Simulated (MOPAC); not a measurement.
# Run report: TaN3H6O, frequency calculation (part 3 of 3)

Continued. System: TaN3H6O, SMILES [NH2][Ta]([NH2])([NH2])=[O]. Method: PM6, closed shell (MOPAC 23.2.5). The geometry was optimised with PM6.

Geometry of the input (Å):
```
N  -1.0522  1.5916  0.1687
Ta 0.3627  0.1711  0.1402
N  -0.1050  -1.3428  1.3692
N  0.6914  -0.4864  -1.7253
O  1.7795  0.8554  0.6945
H  -0.8694  2.4953  0.5888
H  -1.9581  1.2801  0.5151
H  -0.4342  -2.1837  0.8978
H  0.5405  -1.6414  2.0908
H  -0.0651  -0.2954  -2.3803
H  1.5584  -0.2732  -2.2042
```

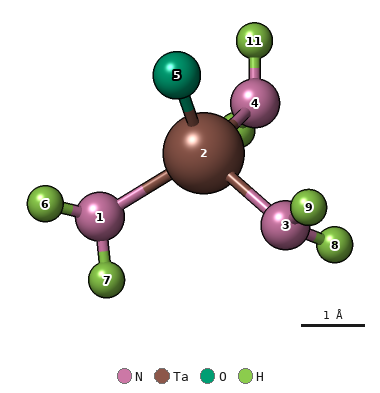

The structure (ball-and-stick view, seen at a tilt; atoms are numbered from 1 in the order of the input). Sticks mark near contacts.

Log, continued
```
 VIBRATION          9    3A           ATOM PAIR      ENERGY CONTRIBUTION    RADIAL
 FREQUENCY           420.22         N  1 -- H  7         +19.3% ( 73.3%)      1.8%
 TRANSITION DIPOLE   0.6012         N  3 -- H  8         +19.3% ( 73.3%)      1.9%
 TRAVEL (Ang.)       0.7099         N  4 -- H 10         +19.3% ( 73.3%)      1.8%
 REDUCED MASS        0.3184         N  1 -- H  6         +10.8% ( 54.8%)      1.3%
 EFFECTIVE MASS      4.0242         N  3 -- H  9         +10.8% ( 54.8%)      1.3%
 FORCE CONSTANT      0.0331         N  4 -- H 11         +10.8% ( 54.8%)      1.3%

 VIBRATION         11    4E           ATOM PAIR      ENERGY CONTRIBUTION    RADIAL
 FREQUENCY           443.72         N  3 -- H  9         +18.4% ( 77.1%)      0.9%
 TRANSITION DIPOLE   1.6857         N  1 -- Ta 2         +17.5% ( 75.1%)     93.8%
 TRAVEL (Ang.)       0.2933         Ta 2 -- N  3         +15.6% ( 71.0%)     91.7%
 REDUCED MASS        1.7668         N  1 -- H  6         +13.4% ( 65.7%)      4.5%
 EFFECTIVE MASS     14.6137         N  3 -- H  8         +12.6% ( 63.7%)      1.7%
 FORCE CONSTANT      0.2049         N  1 -- H  7         +12.4% ( 63.2%)     40.2%

 VIBRATION         12    4A           ATOM PAIR      ENERGY CONTRIBUTION    RADIAL
 FREQUENCY           508.86         N  1 -- H  6         +11.9% ( 62.9%)     31.3%
 TRANSITION DIPOLE   0.2461         N  3 -- H  9         +11.9% ( 62.9%)     31.3%
 TRAVEL (Ang.)       0.4739         N  4 -- H 11         +11.9% ( 62.9%)     31.3%
 REDUCED MASS        0.5900         N  4 -- H 10         +11.9% ( 62.7%)      0.3%
 EFFECTIVE MASS     10.5590         N  3 -- H  8         +11.9% ( 62.7%)      0.3%
 FORCE CONSTANT      0.0900         N  1 -- H  7         +11.9% ( 62.7%)      0.3%

 VIBRATION         14    5E           ATOM PAIR      ENERGY CONTRIBUTION    RADIAL
 FREQUENCY           551.47         N  3 -- H  9         +19.8% ( 67.4%)      4.0%
 TRANSITION DIPOLE   0.7666         N  3 -- H  8         +18.0% ( 64.2%)     21.4%
 TRAVEL (Ang.)       0.5086         N  1 -- H  6         +12.9% ( 54.3%)     10.5%
 REDUCED MASS        0.4727         N  4 -- H 11          +9.8% ( 47.4%)      4.5%
 EFFECTIVE MASS      7.4328
 FORCE CONSTANT      0.0847

 VIBRATION         16    6E           ATOM PAIR      ENERGY CONTRIBUTION    RADIAL
 FREQUENCY           598.31         Ta 2 -- N  3         +19.2% ( 67.9%)     91.9%
 TRANSITION DIPOLE   1.8312         N  3 -- H  8         +16.8% ( 63.5%)      1.8%
 TRAVEL (Ang.)       0.1979         N  1 -- H  7         +13.9% ( 57.7%)      2.6%
 REDUCED MASS        2.8774         N  3 -- H  9         +12.9% ( 55.7%)     96.3%
 EFFECTIVE MASS     16.7425
 FORCE CONSTANT      0.6069

 VIBRATION         17    5A           ATOM PAIR      ENERGY CONTRIBUTION    RADIAL
 FREQUENCY           628.31         N  3 -- H  9         +13.4% ( 60.4%)      0.7%
 TRANSITION DIPOLE   1.5818         N  1 -- H  6         +13.4% ( 60.4%)      0.7%
 TRAVEL (Ang.)       0.2029         N  4 -- H 11         +13.4% ( 60.4%)      0.7%
 REDUCED MASS        2.6078         Ta 2 -- N  3         +11.8% ( 56.7%)     64.9%
 EFFECTIVE MASS     16.8622         N  1 -- Ta 2         +11.8% ( 56.7%)     65.0%
 FORCE CONSTANT      0.6066         Ta 2 -- N  4         +11.8% ( 56.7%)     64.9%

 VIBRATION         18    6A           ATOM PAIR      ENERGY CONTRIBUTION    RADIAL
 FREQUENCY          1024.66         Ta 2 -- O  5         +93.8% ( 96.7%)    100.0%
 TRANSITION DIPOLE   5.1301         Ta 2 -- N  4          +1.1% ( 10.7%)      0.2%
 TRAVEL (Ang.)       0.0696         Ta 2 -- N  3          +1.1% ( 10.7%)      0.2%
 REDUCED MASS       13.5986         N  1 -- Ta 2          +1.1% ( 10.7%)      0.2%
 EFFECTIVE MASS     21.9289
 FORCE CONSTANT      8.4121

 VIBRATION         19    7A           ATOM PAIR      ENERGY CONTRIBUTION    RADIAL
 FREQUENCY          1551.14         N  3 -- H  8         +16.4% ( 32.7%)      3.3%
 TRANSITION DIPOLE   0.0760         N  1 -- H  7         +16.4% ( 32.7%)      3.3%
 TRAVEL (Ang.)       0.4982         N  4 -- H 10         +16.4% ( 32.7%)      3.3%
 REDUCED MASS        0.1752         N  4 -- H 11         +15.7% ( 32.0%)      4.1%
 EFFECTIVE MASS      1.6732         N  1 -- H  6         +15.7% ( 32.0%)      4.1%
 FORCE CONSTANT      0.2483         N  3 -- H  9         +15.7% ( 32.0%)      4.1%

 VIBRATION         21    7E           ATOM PAIR      ENERGY CONTRIBUTION    RADIAL
 FREQUENCY          1555.68         N  1 -- H  7         +30.5% ( 44.5%)      3.4%
 TRANSITION DIPOLE   0.3578         N  1 -- H  6         +29.8% ( 44.0%)      3.9%
 TRAVEL (Ang.)       0.4055         N  4 -- H 10         +15.9% ( 32.1%)      3.2%
 REDUCED MASS        0.2636         N  4 -- H 11         +15.3% ( 31.5%)      4.0%
 EFFECTIVE MASS      1.6683
 FORCE CONSTANT      0.3758

 VIBRATION         23    8E           ATOM PAIR      ENERGY CONTRIBUTION    RADIAL
 FREQUENCY          2800.89         N  1 -- H  7         +33.3% ( 58.9%)     98.6%
 TRANSITION DIPOLE   0.2464         N  4 -- H 10         +32.7% ( 58.3%)     98.6%
 TRAVEL (Ang.)       0.2926         N  1 -- H  6         +16.8% ( 41.8%)     95.8%
 REDUCED MASS        0.2811         N  4 -- H 11         +16.5% ( 41.4%)     95.8%
 EFFECTIVE MASS      1.4657
 FORCE CONSTANT      1.2994

 VIBRATION         24    8A           ATOM PAIR      ENERGY CONTRIBUTION    RADIAL
 FREQUENCY          2800.90         N  4 -- H 10         +22.1% ( 47.9%)     98.6%
 TRANSITION DIPOLE   0.7459         N  1 -- H  7         +22.1% ( 47.9%)     98.6%
 TRAVEL (Ang.)       0.3582         N  3 -- H  8         +22.0% ( 47.8%)     98.6%
 REDUCED MASS        0.1876         N  4 -- H 11         +11.1% ( 34.0%)     95.8%
 EFFECTIVE MASS      1.4656         N  1 -- H  6         +11.1% ( 34.0%)     95.8%
 FORCE CONSTANT      0.8671         N  3 -- H  9         +11.0% ( 33.8%)     95.8%

 VIBRATION         26    9E           ATOM PAIR      ENERGY CONTRIBUTION    RADIAL
 FREQUENCY          2842.99         N  4 -- H 11         +35.4% ( 58.6%)     99.3%
 TRANSITION DIPOLE   0.7035         N  1 -- H  6         +31.9% ( 55.6%)     99.3%
 TRAVEL (Ang.)       0.2967         N  4 -- H 10         +17.0% ( 40.6%)     95.8%
 REDUCED MASS        0.2694         N  1 -- H  7         +15.3% ( 38.5%)     95.9%
 EFFECTIVE MASS      1.2167
 FORCE CONSTANT      1.2829

 VIBRATION         27    9A           ATOM PAIR      ENERGY CONTRIBUTION    RADIAL
 FREQUENCY          2844.95         N  1 -- H  6         +22.5% ( 46.7%)     99.3%
 TRANSITION DIPOLE   0.0660         N  4 -- H 11         +22.5% ( 46.7%)     99.2%
 TRAVEL (Ang.)       0.3631         N  3 -- H  9         +22.5% ( 46.7%)     99.2%
 REDUCED MASS        0.1798         N  1 -- H  7         +10.7% ( 32.2%)     95.8%
 EFFECTIVE MASS      1.2248         N  4 -- H 10         +10.7% ( 32.2%)     95.8%
 FORCE CONSTANT      0.8574         N  3 -- H  8         +10.7% ( 32.2%)     95.8%

      SYMMETRY NUMBER FOR POINT-GROUP C3  =  3

          SYSTEM IS A GROUND STATE

 H6N3OTa charge 0

          MOLECULE IS NOT LINEAR

          THERE ARE 27 GENUINE VIBRATIONS IN THIS SYSTEM
          THIS THERMODYNAMICS CALCULATION IS LIMITED TO
          MOLECULES WHICH HAVE NO INTERNAL ROTATIONS

                    CALCULATED THERMODYNAMIC PROPERTIES
                                          *
   TEMP. (K)   PARTITION FUNCTION   H.O.F.    ENTHALPY  HEAT CAPACITY ENTROPY
                                   KCAL/MOL   CAL/MOLE    CAL/K/MOL  CAL/K/MOL

 298.00  VIB.     0.1691D+03                  4105.4289    25.9778    23.9724
         ROT.     0.5627D+05                   888.2803     2.9808    24.7167
         INT.     0.9518D+07                  4993.7092    28.9586    48.6891
         TRA.     0.3708D+28                  1480.4672     4.9680    42.3870
         TOT.                      -82.812    6474.1763    33.9266    91.0761

 200.00  VIB.     0.1706D+02                  1838.7061    19.7489    14.8312
         ROT.     0.3094D+05                   596.1613     2.9808    23.5280
         INT.     0.5280D+06                  2434.8673    22.7297    38.3593
         TRA.     0.2039D+28                   993.6021     4.9680    40.4059
         TOT.                      -85.857    3428.4695    27.6977    78.7652

 210.00  VIB.     0.2152D+02                  2040.2016    20.5432    15.8142
         ROT.     0.3329D+05                   625.9693     2.9808    23.6735
         INT.     0.7164D+06                  2666.1710    23.5240    39.4876
         TRA.     0.2193D+28                  1043.2822     4.9680    40.6483
         TOT.                      -85.576    3709.4532    28.4920    80.1359

 220.00  VIB.     0.2718D+02                  2249.4319    21.2961    16.7874
         ROT.     0.3569D+05                   655.7774     2.9808    23.8121
         INT.     0.9701D+06                  2905.2093    24.2769    40.5995
         TRA.     0.2352D+28                  1092.9623     4.9680    40.8794
         TOT.                      -85.288    3998.1717    29.2449    81.4789

 230.00  VIB.     0.3435D+02                  2465.9915    22.0094    17.7499
         ROT.     0.3815D+05                   685.5855     2.9808    23.9446
         INT.     0.1311D+07                  3151.5769    24.9902    41.6945
         TRA.     0.2514D+28                  1142.6424     4.9680    41.1002
         TOT.                      -84.992    4294.2194    29.9582    82.7948

 240.00  VIB.     0.4345D+02                  2689.4945    22.6851    18.7010
         ROT.     0.4067D+05                   715.3935     2.9808    24.0715
         INT.     0.1767D+07                  3404.8880    25.6660    42.7725
         TRA.     0.2680D+28                  1192.3226     4.9680    41.3117
         TOT.                      -84.689    4597.2106    30.6340    84.0842

 250.00  VIB.     0.5496D+02                  2919.5767    23.3256    19.6402
         ROT.     0.4324D+05                   745.2016     2.9808    24.1932
         INT.     0.2376D+07                  3664.7783    26.3064    43.8333
         TRA.     0.2849D+28                  1242.0027     4.9680    41.5145
         TOT.                      -84.379    4906.7810    31.2744    85.3478

 260.00  VIB.     0.6952D+02                  3155.8963    23.9330    20.5670
         ROT.     0.4586D+05                   775.0097     2.9808    24.3101
         INT.     0.3188D+07                  3930.9059    26.9138    44.8770
         TRA.     0.3022D+28                  1291.6828     4.9680    41.7093
         TOT.                      -84.063    5222.5887    31.8818    86.5864

 270.00  VIB.     0.8791D+02                  3398.1336    24.5095    21.4811
         ROT.     0.4853D+05                   804.8177     2.9808    24.4226
         INT.     0.4266D+07                  4202.9514    27.4903    45.9037
         TRA.     0.3198D+28                  1341.3629     4.9680    41.8968
         TOT.                      -83.742    5544.3142    32.4583    87.8005

 280.00  VIB.     0.1111D+03                  3645.9913    25.0574    22.3824
         ROT.     0.5125D+05                   834.6258     2.9808    24.5310
         INT.     0.5695D+07                  4480.6170    28.0382    46.9134
         TRA.     0.3377D+28                  1391.0430     4.9680    42.0775
         TOT.                      -83.414    5871.6600    33.0062    88.9909

 290.00  VIB.     0.1404D+03                  3899.1928    25.5786    23.2709
         ROT.     0.5402D+05                   864.4339     2.9808    24.6356
         INT.     0.7583D+07                  4763.6266    28.5595    47.9065
         TRA.     0.3559D+28                  1440.7231     4.9680    42.2518
         TOT.                      -83.082    6204.3497    33.5275    90.1583

 300.00  VIB.     0.1772D+03                  4157.4821    26.0753    24.1465
         ROT.     0.5684D+05                   894.2419     2.9808    24.7366
         INT.     0.1007D+08                  5051.7240    29.0561    48.8831
         TRA.     0.3745D+28                  1490.4032     4.9680    42.4203
         TOT.                      -82.744    6542.1272    34.0241    91.3034

 310.00  VIB.     0.2235D+03                  4420.6222    26.5491    25.0093
         ROT.     0.5970D+05                   924.0500     2.9808    24.8344
         INT.     0.1334D+08                  5344.6721    29.5299    49.8437
         TRA.     0.3934D+28                  1540.0833     4.9680    42.5832
         TOT.                      -82.401    6884.7554    34.4979    92.4268

 320.00  VIB.     0.2815D+03                  4688.3936    27.0018    25.8594
         ROT.     0.6262D+05                   953.8580     2.9808    24.9290
         INT.     0.1763D+08                  5642.2517    29.9826    50.7884
         TRA.     0.4126D+28                  1589.7634     4.9680    42.7409
         TOT.                      -82.054    7232.0151    34.9507    93.5293

 330.00  VIB.     0.3542D+03                  4960.5939    27.4351    26.6970
         ROT.     0.6557D+05                   983.6661     2.9808    25.0207
         INT.     0.2323D+08                  5944.2600    30.4159    51.7177
         TRA.     0.4321D+28                  1639.4435     4.9680    42.8938
         TOT.                      -81.702    7583.7035    35.3839    94.6115

 340.00  VIB.     0.4452D+03                  5237.0356    27.8504    27.5222
         ROT.     0.6858D+05                  1013.4742     2.9808    25.1097
         INT.     0.3053D+08                  6250.5098    30.8312    52.6319
         TRA.     0.4519D+28                  1689.1236     4.9680    43.0421
         TOT.                      -81.346    7939.6334    35.7992    95.6740

 350.00  VIB.     0.5589D+03                  5517.5457    28.2490    28.3353
         ROT.     0.7162D+05                  1043.2822     2.9808    25.1961
         INT.     0.4003D+08                  6560.8279    31.2298    53.5314
         TRA.     0.4719D+28                  1738.8037     4.9680    43.1861
         TOT.                      -80.986    8299.6316    36.1978    96.7175

 360.00  VIB.     0.7006D+03                  5801.9641    28.6322    29.1365
         ROT.     0.7472D+05                  1073.0903     2.9808    25.2801
         INT.     0.5234D+08                  6875.0544    31.6130    54.4166
         TRA.     0.4923D+28                  1788.4838     4.9680    43.3260
         TOT.                      -80.622    8663.5382    36.5810    97.7426

 370.00  VIB.     0.8770D+03                  6090.1428    29.0012    29.9260
         ROT.     0.7785D+05                  1102.8984     2.9808    25.3618
         INT.     0.6827D+08                  7193.0411    31.9820    55.2878
         TRA.     0.5130D+28                  1838.1639     4.9680    43.4622
         TOT.                      -80.255    9031.2051    36.9501    98.7500

 380.00  VIB.     0.1096D+04                  6381.9449    29.3571    30.7042
         ROT.     0.8103D+05                  1132.7064     2.9808    25.4413
         INT.     0.8882D+08                  7514.6513    32.3379    56.1455
         TRA.     0.5339D+28                  1887.8440     4.9680    43.5947
         TOT.                      -79.883    9402.4954    37.3059    99.7401

 390.00  VIB.     0.1368D+04                  6677.2438    29.7007    31.4712
         ROT.     0.8425D+05                  1162.5145     2.9808    25.5187
         INT.     0.1153D+09                  7839.7583    32.6815    56.9899
         TRA.     0.5551D+28                  1937.5242     4.9680    43.7237
         TOT.                      -79.509    9777.2824    37.6496   100.7136

 400.00  VIB.     0.1705D+04                  6975.9220    30.0331    32.2274
         ROT.     0.8751D+05                  1192.3226     2.9808    25.5942
         INT.     0.1492D+09                  8168.2446    33.0139    57.8216
         TRA.     0.5766D+28                  1987.2043     4.9680    43.8495
         TOT.                      -79.130   10155.4488    37.9819   101.6711

   *: NOTE: HEATS OF FORMATION ARE RELATIVE TO THE
            ELEMENTS IN THEIR STANDARD STATE AT 298K
              (=  Standard Enthalpy of Formation).

            Hvib:  Zero-point energy is not included.
                   frequencies of less than zero cm-1 are not included.
            Hrot = (3/2)RT
            Htra = (3/2)RT + pV = (5/2)RT

            Heat capacity is Cp, not Cv

           FORCE CONSTANT IN CARTESIAN COORDINATES (Millidynes/A)

    ATOM   CHEMICAL       X               Y               Z
   NUMBER   SYMBOL  FORCE CONSTANT  FORCE CONSTANT  FORCE CONSTANT

      1       N        4.722585        3.749746        3.518338
      2      Ta        5.758360        6.357660        9.284661
      3       N        3.442472        3.175123        5.373073
      4       N        3.136665        4.677089        4.176914
      5       O        1.239472        2.119641        6.418421
      6       H        1.562530        0.921871        2.821901
      7       H        1.259055        3.100175        0.897690
      8       H        0.902648        0.757525        3.596746
      9       H        1.953158        0.711902        2.641243
     10       H        1.826455        0.683372        2.747092
     11       H        1.321404        3.407796        0.577102

 *                    *
 * JOB ENDED NORMALLY *
 *                    *

 TOTAL JOB TIME:             0.11 SECONDS

 == MOPAC DONE ==
```

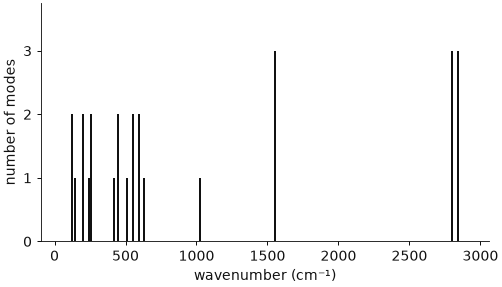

Harmonic vibrational wavenumbers from the force constants; neighbouring modes closer than 12 cm⁻¹ are counted in one stick. 27 modes from 121 to 2845 cm⁻¹, none imaginary.

Key numbers

```json
{"quantity": "outcome", "value": "converged"}
{"quantity": "heat of formation", "value": "−82.81 kcal/mol"}
{"quantity": "basis functions", "value": "31"}
{"quantity": "zero-point energy", "value": "0.065863 hartree"}
{"quantity": "wavenumbers, lowest and highest", "value": "121 and 2845 cm⁻¹"}
{"quantity": "hardware", "value": "1 thread of Arm Neoverse V1, 24 GiB of memory available, shared host"}
{"quantity": "peak memory", "value": "0.096 GiB"}
```

Notes

MOPAC's energies along a path are heats of formation.
